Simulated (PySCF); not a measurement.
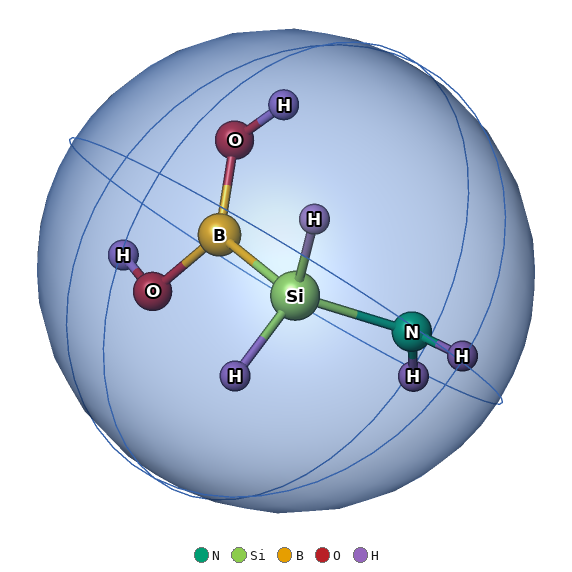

The ellipsoid shows the static dipole polarisability: its half-axes are proportional to the principal values. The geometry was computed by an optimisation with PBE0-D3(BJ)/def2-SVP. No frequency run is at hand to confirm it as a minimum. Computed with PBE0/def2-SVPD (PySCF 2.14.0).

Question: Give the principal values, the mean and the anisotropy.

Answer: Principal values 54.0, 58.9, 66.3 bohr³; mean 59.7 bohr³ (8.85 Å³); anisotropy 10.8 bohr³, so the longest axis is 1.23 times the shortest.
